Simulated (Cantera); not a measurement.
A closed system holds: 1 mol CCl4, 1.5 mol Si, 8 mol H2, 0.22 mol CH4, equilibrated at 1.33 mbar.

Cantera equilibrium calculation (NASA polynomials, part measured and part estimated; ideal gas, pure solids and liquids). Candidate condensed phases: C, C6H6, C7H8, C8H18, Si, SiC; 109 gas species. The tables' values for SiCl, SiCl3 are old estimates; treat these amounts as uncertain. Gases not in the tables: Si2H6 and higher silanes. The numbers say what is thermodynamically allowed, not how fast it happens.

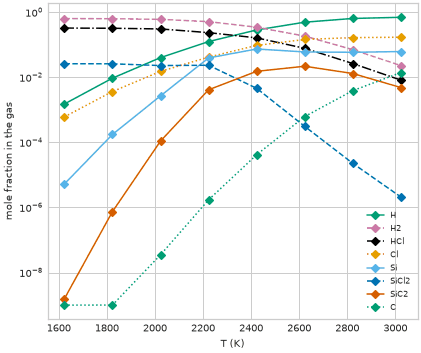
Figure. Equilibrium gas composition (values under 1e-9 drawn at 1e-9)

From 1623 K to 2023 K the condensed part is SiC(s). At 2223 K the condensed part is C(graphite) + SiC(s). From 2423 K to 2623 K the condensed part is C(graphite). From 2823 K to 3023 K nothing is condensed. The main Si-bearing gas is SiCl2 at 1623 K and Si at 3023 K.
